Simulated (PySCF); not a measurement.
# C2H8N2Si: NMR shifts, electronic excitations and K edges in gas and solvents, part 2 of 2

PySCF 2.14.0. Atoms count from 0. The steps go on from the part before.

## 5. TDDFT and polarisability: wB97X-D/def2-SVPD

The job: settings as JSON, then the geometry in Å.

```
{"job": {"kind": "uv", "xc": "wB97X-D", "basis": "def2-SVPD", "dynamic": true, "nstates": 6, "ntriplets": 0}, "charge": 0, "multiplicity": 1}
C      1.864118    -0.859805     0.417776
C      1.316401     0.082501    -0.359731
Si    -0.533914     0.344896    -0.518083
N     -1.255150    -1.141016    -0.005998
N     -1.234917     1.590494     0.457231
H      1.239463    -1.549116     0.998019
H      2.948706    -0.986371     0.516583
H      1.992729     0.750366    -0.911910
H     -0.808556     0.806955    -1.919909
H     -0.902356    -2.027687    -0.346320
H     -2.259612    -1.169053     0.127916
H     -1.048172     1.613592     1.453821
H     -1.314543     2.526672     0.078548
```

Level: TDDFT wB97X-D/def2-SVPD, vertical, gas phase, core orbitals frozen in the response.

Standard output:

```text
coarse grid: 10880 points
cycle   1  E = -479.6580035920  dE =  3.220e-01  |g| = 5.027e-01  |ddm| = 4.576e+00
cycle   2  E = -479.6725861741  dE = -1.458e-02  |g| = 4.706e-01  |ddm| = 1.543e+00
cycle   3  E = -479.7197622368  dE = -4.718e-02  |g| = 3.708e-02  |ddm| = 5.306e-01
cycle   4  E = -479.7201678503  dE = -4.056e-04  |g| = 1.652e-02  |ddm| = 1.500e-01
cycle   5  E = -479.7202472061  dE = -7.936e-05  |g| = 3.255e-03  |ddm| = 6.099e-02
cycle   6  E = -479.7202511978  dE = -3.992e-06  |g| = 9.009e-04  |ddm| = 2.373e-02
final grid: 99304 points
cycle   7  E = -479.7805577768  dE = -7.236e-05  |g| = 6.932e-03  |ddm| = 1.195e-01
cycle   8  E = -479.7805589954  dE = -1.219e-06  |g| = 6.821e-03  |ddm| = 1.886e-02
cycle   9  E = -479.7805686200  dE = -9.625e-06  |g| = 4.051e-04  |ddm| = 8.813e-03
cycle  10  E = -479.7805686808  dE = -6.078e-08  |g| = 1.958e-04  |ddm| = 1.975e-03
cycle  11  E = -479.7805686945  dE = -1.370e-08  |g| = 4.046e-05  |ddm| = 6.198e-04
cycle  12  E = -479.7805686956  dE = -1.092e-09  |g| = 1.634e-05  |ddm| = 2.087e-04
cycle  13  E = -479.7805686957  dE = -1.476e-10  |g| = 7.641e-06  |ddm| = 6.901e-05
converged SCF energy = -479.7805686957

Static polarisability (au): isotropic 67.873, principal 58.000 65.226 80.392

Singlet excitations
state   eV       nm        f      main configurations
  1   6.0459    205.1   0.02034   H->L 0.72, H-2->L 0.10, H-3->L 0.08
  2   6.4727    191.5   0.04500   H-1->L 0.89
  3   6.8751    180.3   0.04406   H-1->L+1 0.54, H-2->L 0.16
  4   6.9456    178.5   0.13200   H->L+1 0.31, H-2->L 0.19, H-3->L 0.14
  5   7.1851    172.6   0.20348   H-2->L 0.34, H->L+1 0.25, H-1->L+1 0.11
  6   7.6158    162.8   0.02658   H-3->L 0.25, H->L+1 0.25, H->L+2 0.16
```

Run time: 19 s. Hardware: 1 thread of Intel Xeon Platinum 8488C, shared host; peak memory 0.76 GiB.

Frontier orbitals and where they lie:

```
orbital      eV                       atoms
 HOMO−3  -10.99  C1 22 %, Si2 16 %, N4 15 %
 HOMO−2   -9.80   C1 35 %, C0 31 %, Si2 9 %
 HOMO−1   -9.26   N3 56 %, Si2 13 %, H8 8 %
   HOMO   -9.12    N4 48 %, C1 14 %, C0 9 %
   LUMO    1.42  C0 33 %, C1 30 %, Si2 12 %
 LUMO+1    2.22   Si2 34 %, C0 13 %, H9 9 %
 LUMO+2    2.90  Si2 15 %, H12 14 %, H8 9 %
```

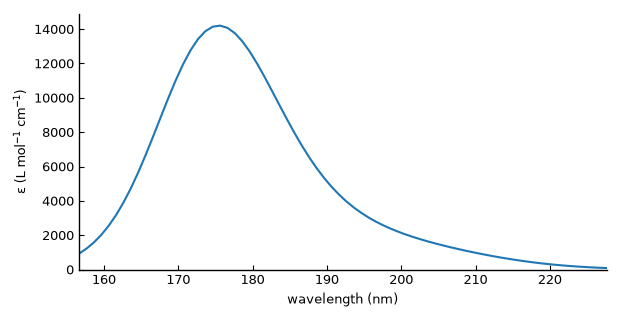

Absorption spectrum: each of the 6 states is a Gaussian band of 0.4 eV half-width at 1/e. Beyond the last state computed it falls off for lack of states.

Further results of this job:

```
           property  computed
  dipole moment (D)      0.37
polarisability (Å³)     10.06
 HOMO–LUMO gap (eV)     10.54
      −ε(HOMO) (eV)      9.12
C6 with itself (au)      1780
```

## 6. Ultraviolet spectrum: wB97X-D/def2-SVPD in chloroform

The job, as its differences from that of step 5:

```diff
@@ -1,2 +1,2 @@
-{"job": {"kind": "uv", "xc": "wB97X-D", "basis": "def2-SVPD", "dynamic": true, "nstates": 6, "ntriplets": 0}, "charge": 0, "multiplicity": 1}
+{"job": {"kind": "uv", "xc": "wB97X-D", "basis": "def2-SVPD", "solvent": "chloroform", "nstates": 6, "ntriplets": 0}, "charge": 0, "multiplicity": 1}
 C      1.864118    -0.859805     0.417776
```

Level: TDDFT wB97X-D/def2-SVPD, vertical, IEF-PCM chloroform (non-equilibrium linear response), core orbitals frozen in the response.

Standard output:

```text
coarse grid: 10880 points
cycle   1  E = -479.6661313663  dE =  3.143e-01  |g| = 4.941e-01  |ddm| = 4.577e+00
cycle   2  E = -479.6819745249  dE = -1.584e-02  |g| = 4.550e-01  |ddm| = 1.746e+00
cycle   3  E = -479.7258369538  dE = -4.386e-02  |g| = 3.667e-02  |ddm| = 5.404e-01
cycle   4  E = -479.7262586270  dE = -4.217e-04  |g| = 1.627e-02  |ddm| = 1.932e-01
cycle   5  E = -479.7263389264  dE = -8.030e-05  |g| = 3.298e-03  |ddm| = 7.919e-02
cycle   6  E = -479.7263435825  dE = -4.656e-06  |g| = 1.005e-03  |ddm| = 3.512e-02
final grid: 99304 points
cycle   7  E = -479.7865914920  dE = -7.293e-05  |g| = 7.017e-03  |ddm| = 1.222e-01
cycle   8  E = -479.7865929490  dE = -1.457e-06  |g| = 6.847e-03  |ddm| = 1.914e-02
cycle   9  E = -479.7866026243  dE = -9.675e-06  |g| = 4.015e-04  |ddm| = 1.000e-02
cycle  10  E = -479.7866026920  dE = -6.772e-08  |g| = 1.985e-04  |ddm| = 2.374e-03
cycle  11  E = -479.7866027067  dE = -1.471e-08  |g| = 4.240e-05  |ddm| = 7.499e-04
cycle  12  E = -479.7866027081  dE = -1.370e-09  |g| = 1.819e-05  |ddm| = 3.263e-04
cycle  13  E = -479.7866027083  dE = -1.761e-10  |g| = 7.930e-06  |ddm| = 1.080e-04
converged SCF energy = -479.7866027083

Static polarisability (au): isotropic 84.089, principal 71.638 80.701 99.928

Singlet excitations
state   eV       nm        f      main configurations
  1   6.0168    206.1   0.02976   H->L 0.75, H-3->L 0.09, H-2->L 0.09
  2   6.4456    192.4   0.06882   H-1->L 0.92
  3   6.8371    181.3   0.25693   H-2->L 0.57, H->L 0.12, H-1->L+1 0.10
  4   6.9844    177.5   0.09131   H-1->L+1 0.51, H->L+1 0.19, H-1->L+2 0.08
  5   7.1667    173.0   0.14647   H->L+1 0.36, H-2->L 0.15, H->L+2 0.12
  6   7.6168    162.8   0.02300   H-3->L 0.37, H->L+1 0.26
```

Run time: 18 s. Hardware: 1 thread of Intel Xeon Platinum 8488C, shared host; peak memory 0.82 GiB.

This run: HOMO -9.13 eV, LUMO 1.40 eV; lowest singlet 6.02 eV.

## 7. Ultraviolet spectrum: wB97X-D/def2-SVPD in cyclohexane

The job, as its differences from that of step 6:

```diff
@@ -1,2 +1,2 @@
-{"job": {"kind": "uv", "xc": "wB97X-D", "basis": "def2-SVPD", "solvent": "chloroform", "nstates": 6, "ntriplets": 0}, "charge": 0, "multiplicity": 1}
+{"job": {"kind": "uv", "xc": "wB97X-D", "basis": "def2-SVPD", "solvent": "cyclohexane", "nstates": 6, "ntriplets": 0}, "charge": 0, "multiplicity": 1}
 C      1.864118    -0.859805     0.417776
```

Method: TDDFT wB97X-D/def2-SVPD, vertical, IEF-PCM cyclohexane (non-equilibrium linear response), core orbitals frozen in the response.

Standard output:

```text
coarse grid: 10880 points
cycle   1  E = -479.6625444386  dE =  3.177e-01  |g| = 4.977e-01  |ddm| = 4.577e+00
cycle   2  E = -479.6778370018  dE = -1.529e-02  |g| = 4.616e-01  |ddm| = 1.651e+00
cycle   3  E = -479.7230804023  dE = -4.524e-02  |g| = 3.676e-02  |ddm| = 5.365e-01
cycle   4  E = -479.7234908504  dE = -4.104e-04  |g| = 1.635e-02  |ddm| = 1.702e-01
cycle   5  E = -479.7235700784  dE = -7.923e-05  |g| = 3.254e-03  |ddm| = 6.966e-02
cycle   6  E = -479.7235743033  dE = -4.225e-06  |g| = 9.571e-04  |ddm| = 2.912e-02
final grid: 99304 points
cycle   7  E = -479.7838485358  dE = -7.265e-05  |g| = 6.977e-03  |ddm| = 1.209e-01
cycle   8  E = -479.7838498788  dE = -1.343e-06  |g| = 6.832e-03  |ddm| = 1.895e-02
cycle   9  E = -479.7838595237  dE = -9.645e-06  |g| = 4.005e-04  |ddm| = 9.391e-03
cycle  10  E = -479.7838595869  dE = -6.324e-08  |g| = 1.959e-04  |ddm| = 2.148e-03
cycle  11  E = -479.7838596009  dE = -1.394e-08  |g| = 4.100e-05  |ddm| = 6.618e-04
cycle  12  E = -479.7838596021  dE = -1.189e-09  |g| = 1.706e-05  |ddm| = 2.517e-04
cycle  13  E = -479.7838596022  dE = -1.577e-10  |g| = 7.803e-06  |ddm| = 8.252e-05
converged SCF energy = -479.7838596022

Static polarisability (au): isotropic 76.194, principal 64.802 73.136 90.645

Singlet excitations
state   eV       nm        f      main configurations
  1   6.0204    205.9   0.02986   H->L 0.75, H-3->L 0.09, H-2->L 0.09
  2   6.4445    192.4   0.07117   H-1->L 0.92
  3   6.8320    181.5   0.21785   H-2->L 0.53, H-1->L+1 0.15, H->L 0.11
  4   6.9424    178.6   0.10864   H-1->L+1 0.47, H->L+1 0.20, H-1->L+2 0.09
  5   7.1312    173.9   0.15834   H->L+1 0.35, H-2->L 0.17, H->L+2 0.14
  6   7.6061    163.0   0.02487   H-3->L 0.32, H->L+1 0.26, H->L+2 0.10
```

Wall time 16 s (1 thread of Intel Xeon Platinum 8488C, shared host); peak memory 0.8 GiB.

In short: HOMO -9.12 eV, LUMO 1.41 eV; lowest singlet 6.02 eV.

## 8. Core excitations: BHandHLYP/def2-SVPD+aug-pcX-1+pcseg-1

The job, as its differences from that of step 7:

```diff
@@ -1,2 +1,2 @@
-{"job": {"kind": "uv", "xc": "wB97X-D", "basis": "def2-SVPD", "solvent": "cyclohexane", "nstates": 6, "ntriplets": 0}, "charge": 0, "multiplicity": 1}
+{"job": {"kind": "xas", "xc": "BHandHLYP", "basis": {"default": "aug-pcX-1", "H": "pcseg-1", "Si": "def2-SVPD"}}, "charge": 0, "multiplicity": 1}
 C      1.864118    -0.859805     0.417776
```

Level: core-valence-separated TDA BHandHLYP/aug-pcX-1 H:pcseg-1 Si:def2-SVPD, K edges, non-relativistic, gas phase.

Standard output:

```text
coarse grid: 10880 points
cycle   1  E = -479.7244549019  dE =  3.312e-01  |g| = 4.906e-01  |ddm| = 3.658e+00
cycle   2  E = -479.7343257885  dE = -9.871e-03  |g| = 4.728e-01  |ddm| = 8.674e-01
cycle   3  E = -479.7804946424  dE = -4.617e-02  |g| = 4.476e-02  |ddm| = 3.922e-01
cycle   4  E = -479.7809030834  dE = -4.084e-04  |g| = 1.901e-02  |ddm| = 6.360e-02
cycle   5  E = -479.7809930207  dE = -8.994e-05  |g| = 2.886e-03  |ddm| = 2.105e-02
cycle   6  E = -479.7809953786  dE = -2.358e-06  |g| = 5.892e-04  |ddm| = 3.951e-03
final grid: 99304 points
cycle   7  E = -479.8317806640  dE = -4.115e-05  |g| = 3.310e-03  |ddm| = 2.762e-02
cycle   8  E = -479.8317807608  dE = -9.685e-08  |g| = 3.303e-03  |ddm| = 5.548e-03
cycle   9  E = -479.8317829733  dE = -2.212e-06  |g| = 2.396e-04  |ddm| = 2.548e-03
cycle  10  E = -479.8317829837  dE = -1.041e-08  |g| = 1.572e-04  |ddm| = 4.290e-04
cycle  11  E = -479.8317829899  dE = -6.225e-09  |g| = 2.233e-05  |ddm| = 1.530e-04
cycle  12  E = -479.8317829901  dE = -1.372e-10  |g| = 1.443e-05  |ddm| = 3.385e-05
converged SCF energy = -479.8317829901

C K edge
   eV          f      from atoms
  281.977   0.05372   C1
  282.225   0.06307   C0
  285.426   0.01554   C1
  285.848   0.00848   C0
  286.097   0.00347   C1
  286.390   0.00574   C1
  286.407   0.02368   C0
  286.821   0.00188   C1
  287.122   0.00185   C0
  287.156   0.00430   C0
  287.226   0.00547   C1
  287.415   0.00220   C1

N K edge
   eV          f      from atoms
  398.853   0.00708   N4
  398.929   0.00794   N3
  399.680   0.02131   N4
  399.751   0.00618   N3
  399.941   0.03188   N3
  399.988   0.02872   N4
  400.472   0.01260   N4
  400.697   0.01307   N3
  401.066   0.00303   N4
  401.092   0.02165   N3
  401.216   0.00167   N3
  401.461   0.00151   N3
```

Run time: 12 s. Hardware: 1 thread of Intel Xeon Platinum 8488C, shared host; peak memory 0.76 GiB.

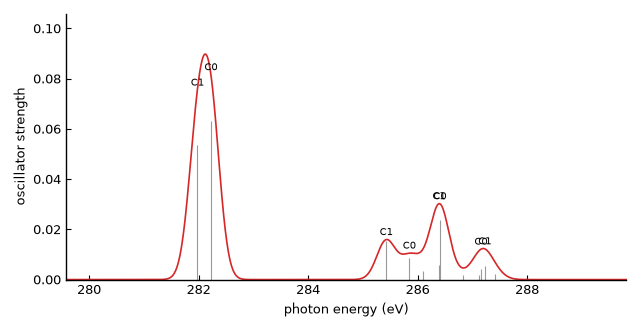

The C K edge. Lines are broadened to a width of 0.40 eV (Gaussian).

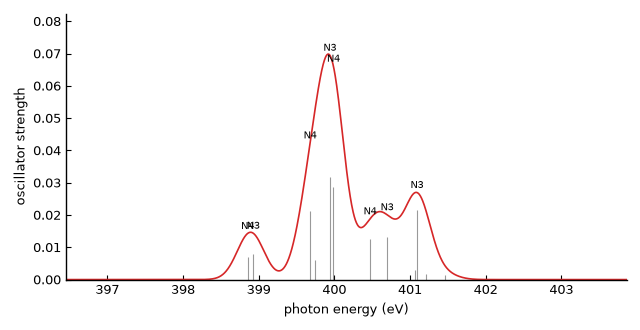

The N K edge. Lines are broadened to a width of 0.40 eV (Gaussian).

## 9. Run by run: NMR shifts

Shifts (ppm) of some atoms, chosen among heavy atoms and hydrogens apart, means over like atoms, with basis size and wall time:

```
                         run     C1     C0    H6    H8    H9    Si2    N3  functions  time
 PBE0/pcSseg-1 in chloroform  149.1  143.2  6.37  4.81  0.56  -34.0  21.3        132  11 s
PBE0/pcSseg-1 in cyclohexane  148.7  142.4  6.31  4.86  0.43  -34.1  20.9        132  10 s
```

The continuum's effect on the ground state:

```
    solvent     ε  polarisation energy (Eh)  μ (D)
cyclohexane  2.02                   -0.0035   0.47
 chloroform  4.71                   -0.0065   0.49
```

## 10. Side by side: electronic excitations

Excitations and ground-state properties, with basis size and wall time:

```
                             run  lowest singlet (eV)  brightest (eV)      f  gap (eV)  α (Å³)  μ (D)  functions  time
               wB97X-D/def2-SVPD                 6.05            7.19  0.203     10.54   10.06   0.37        168  19 s
 wB97X-D/def2-SVPD in chloroform                 6.02            6.84  0.257     10.53   12.46   0.43        168  18 s
wB97X-D/def2-SVPD in cyclohexane                 6.02            6.83  0.218     10.53   11.29   0.41        168  16 s
```

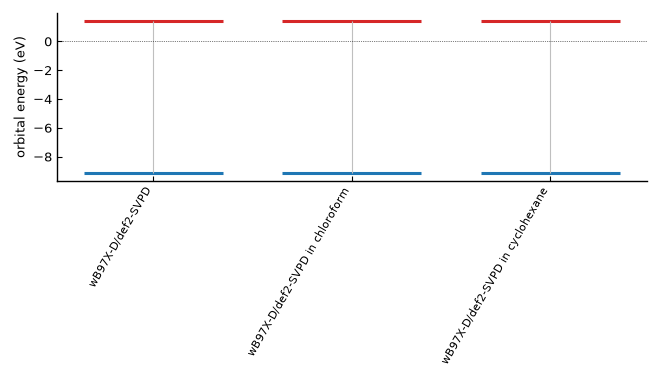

HOMO (blue) and LUMO (red) run by run.

The continuum's effect on the ground state:

```
    solvent     ε  polarisation energy (Eh)  μ (D)
cyclohexane  2.02                   -0.0034   0.41
 chloroform  4.71                   -0.0064   0.43
```

## 11. Results

This closing draws on all 2 parts.

| quantity | value |
| --- | --- |
| point group | C1 |
| rotational constants (main isotopes) | 5.68, 2.89, 2.29 GHz |
| 13C shifts against TMS (PBE0/pcSseg-1, chloroform) | 149.1, 143.2 ppm |
| 1H shifts against TMS (PBE0/pcSseg-1, chloroform, means over atoms taken as alike) | 6.48, 6.37, 6.32, 4.81, 0.56 ppm |
| 29Si shifts against TMS (PBE0/pcSseg-1, chloroform) | -34.0 ppm |
| 15N shifts against NH3 (PBE0/pcSseg-1, chloroform, means over atoms taken as alike) | 21.3 ppm |
| lowest singlet (wB97X-D/def2-SVPD) | 6.05 eV (205 nm), f = 0.020 |
| brightest single state of those computed | state 5, 7.19 eV, f = 0.203 |
| C K edge | first line 281.98 eV, strongest 282.23 eV (f = 0.063) |
| N K edge | first line 398.85 eV, strongest 399.94 eV (f = 0.032) |
| range of the shift of C0 | 142.4 to 143.2 ppm |
| range of the lowest singlet | 6.02 to 6.05 eV |

In words: Over 10 steps the energy fell by 0.193 eV; of the close pairs, Si2–H8 changed most, 1.443 to 1.501 Å. No frequency check was run at this level, so the end point may be a saddle. The most deshielded carbon is C1 (alkene CH), at 149.1 ppm: an sp2 carbon of a C=C bond. The first singlet state (HOMO→LUMO 0.72, HOMO−2→LUMO 0.10) lies at 6.05 eV and is weak; of the 6 states computed, the strongest absorption comes from state 5 at 7.19 eV. At the C edge the strongest single line lifts a 1s electron of C0 into several orbitals, led by LUMO (weight 0.58), 0.2 eV above the first line. At the N edge the strongest single line lifts a 1s electron of N3 into several orbitals, led by LUMO+6 (weight 0.28), 1.1 eV above the first line. Absolute edge energies from this method are off by several eV; spacings are better. Across the 2 runs the shift of C0 moves most, between 142.4 (PBE0/pcSseg-1 in cyclohexane) and 143.2 ppm (PBE0/pcSseg-1 in chloroform). Part of that comes from the computed reference. The continuum holds electrostatics alone: no hydrogen bonds to the solvent, and the gas-phase geometry is kept. The lowest singlet runs from 6.02 eV (wB97X-D/def2-SVPD in chloroform) to 6.05 eV (wB97X-D/def2-SVPD), while the orbital gap spans 10.53 to 10.54 eV. The lowest state need not be the same one in every run.
